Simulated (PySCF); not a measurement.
**NMR shielding calculation of C10H14**

System: C10H14, SMILES C=CCCC(=C)[C@H]1CC1=C.
Method: GIAO PBE0/6-31G* NMR shielding, non-relativistic, gas phase (PySCF 2.14.0).

The geometry comes from this level: GFN2-xTB. Figures and captions count atoms from 1; the log counts them from 0 in places.

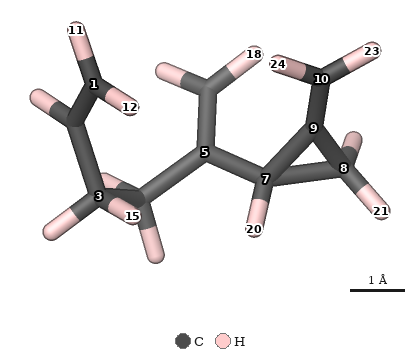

Fig. 1: The input geometry (stick view, seen at a tilt; atoms are numbered from 1 in the order of the input). Bond lengths as drawn: C–C 1.31 to 1.54 Å and C–H 1.08 to 1.09 Å.

## Input
```
{"job": {"xc": "PBE0", "basis": "6-31G*", "kind": "nmr", "pop": false}, "charge": 0, "multiplicity": 1}
C      1.765456     1.016568     1.795212
C      1.889380     1.412688     0.543417
C      0.790810     2.031361    -0.259106
C      0.459651     1.175291    -1.493627
C      0.016956    -0.203739    -1.090130
C      0.798124    -1.263484    -1.249244
C     -1.329954    -0.288749    -0.475638
C     -2.250752    -1.473010    -0.771842
C     -1.626151    -1.316651     0.537143
C     -1.411858    -1.771904     1.743043
H      2.579844     0.567668     2.337835
H      0.838338     1.129939     2.333170
H      2.828725     1.285705     0.020902
H      1.102634     3.024099    -0.597384
H     -0.097846     2.146012     0.363764
H      1.345586     1.103890    -2.126842
H     -0.331952     1.667269    -2.065300
H      0.502160    -2.247343    -0.927792
H      1.771449    -1.184279    -1.701611
H     -1.825172     0.669183    -0.359495
H     -3.308927    -1.277857    -0.878153
H     -1.882446    -2.244659    -1.433221
H     -1.870664    -2.682154     2.095943
H     -0.765127    -1.256079     2.434117
```

The first line tells a small driver script what to run in PySCF; the rest is the geometry in Å.

Machine: 1 CPU thread, shared host.

Launched with:
```bash
OMP_NUM_THREADS=1 python <driver script> task.json out
```

## Output
```
coarse grid: 19544 points
cycle   1  E = -388.8999902858  dE =  1.436e+00  |g| = 5.109e-01  |ddm| = 4.465e+00
cycle   2  E = -388.9083813590  dE = -8.391e-03  |g| = 4.912e-01  |ddm| = 1.171e+00
cycle   3  E = -388.9746855603  dE = -6.630e-02  |g| = 4.039e-02  |ddm| = 6.322e-01
cycle   4  E = -388.9748328022  dE = -1.472e-04  |g| = 3.341e-02  |ddm| = 7.807e-02
cycle   5  E = -388.9751123854  dE = -2.796e-04  |g| = 8.448e-03  |ddm| = 3.940e-02
cycle   6  E = -388.9751286993  dE = -1.631e-05  |g| = 2.415e-03  |ddm| = 1.109e-02
cycle   7  E = -388.9751300705  dE = -1.371e-06  |g| = 4.475e-04  |ddm| = 2.415e-03
final grid: 187288 points
cycle   8  E = -388.8871132498  dE = -5.899e-05  |g| = 9.614e-03  |ddm| = 3.819e-02
cycle   9  E = -388.8871124796  dE =  7.703e-07  |g| = 9.922e-03  |ddm| = 2.269e-02
cycle  10  E = -388.8871388856  dE = -2.641e-05  |g| = 1.742e-03  |ddm| = 1.254e-02
cycle  11  E = -388.8871396486  dE = -7.630e-07  |g| = 2.994e-04  |ddm| = 1.925e-03
cycle  12  E = -388.8871396716  dE = -2.300e-08  |g| = 6.397e-05  |ddm| = 3.584e-04
cycle  13  E = -388.8871396725  dE = -9.659e-10  |g| = 2.185e-05  |ddm| = 9.977e-05
```

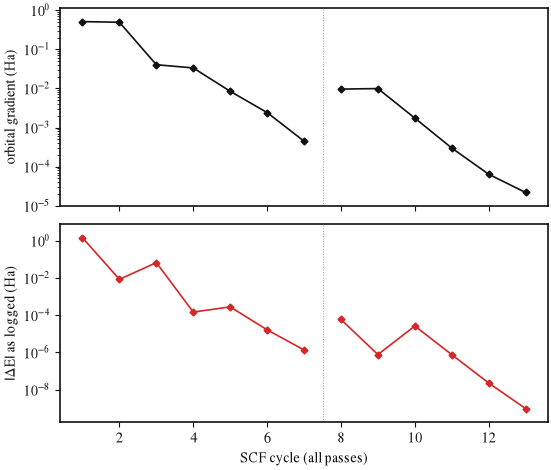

Fig. 2: Convergence of the self-consistent field: orbital gradient and size of the energy change against the SCF cycle. The dotted line marks the change from a coarse to the final integration grid. The first 7 cycles use a coarse grid, the final grid takes over at cycle 8, and the field converges after 13 cycles in all.

```
converged SCF energy = -388.8871396725

GIAO shielding tensors (ppm)
atom      isotropic    diamagn.    paramagn.     s11        s22        s33       span
  0 C       84.417     259.393    -174.976    -15.870    100.776    168.345    184.214
  1 C       64.066     252.989    -188.923    -43.244     67.898    167.543    210.787
  2 C      161.779     247.869     -86.091    152.175    158.503    174.659     22.484
  3 C      156.366     249.412     -93.046    147.479    148.984    172.636     25.157
  4 C       52.567     246.765    -194.198    -51.858     42.902    166.657    218.515
  5 C       91.420     264.699    -173.279     -5.259    108.752    170.767    176.026
  6 C      176.492     253.403     -76.911    148.356    160.012    221.107     72.751
  7 C      178.286     259.433     -81.147    149.895    173.544    211.420     61.525
  8 C       63.425     251.703    -188.278    -21.657     17.215    194.716    216.374
  9 C       96.340     266.181    -169.842      9.973    100.540    178.505    168.532
 10 H       27.277      30.782      -3.505     24.067     26.765     31.000      6.934
 11 H       27.146      35.056      -7.910     22.975     27.480     30.982      8.007
 12 H       26.443      30.990      -4.548     23.953     26.552     28.824      4.871
 13 H       29.939      30.135      -0.197     26.047     28.124     35.645      9.598
 14 H       30.027      33.709      -3.681     27.630     29.882     32.570      4.940
 15 H       30.093      32.320      -2.227     26.462     29.076     34.741      8.279
 16 H       29.925      31.172      -1.248     26.370     28.820     34.583      8.213
 17 H       28.030      35.566      -7.536     25.221     25.860     33.010      7.789
 18 H       27.753      34.018      -6.265     24.831     26.455     31.974      7.143
 19 H       30.655      33.474      -2.818     24.582     30.752     36.632     12.051
 20 H       30.757      29.494       1.263     25.541     27.218     39.511     13.970
 21 H       31.277      31.456      -0.180     26.661     29.319     37.850     11.190
 22 H       26.868      29.156      -2.288     24.910     25.152     30.544      5.634
 23 H       26.832      37.309     -10.477     24.110     25.781     30.604      6.495
```

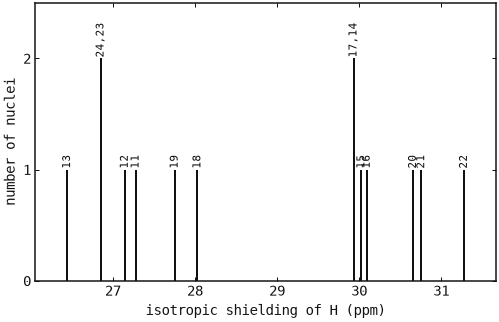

Fig. 3: Isotropic shieldings of the hydrogen nuclei in this fixed geometry, labelled by atom number; shielding grows to the right, so chemical shift grows to the left. The least shielded is H13 (26.4 ppm), the most shielded H22 (31.3 ppm).

## Key numbers

| quantity | value |
| --- | --- |
| outcome | converged |
| total energy | −388.887140 hartree |
| HOMO | −6.36 eV |
| LUMO | 0.60 eV |
| dipole moment | 0.68 D |
| isotropic shielding, C | 52.6 to 178.3 ppm |
| isotropic shielding, H | 26.4 to 31.3 ppm |
| wall time | 54 s |
| peak memory | 0.78 GiB |
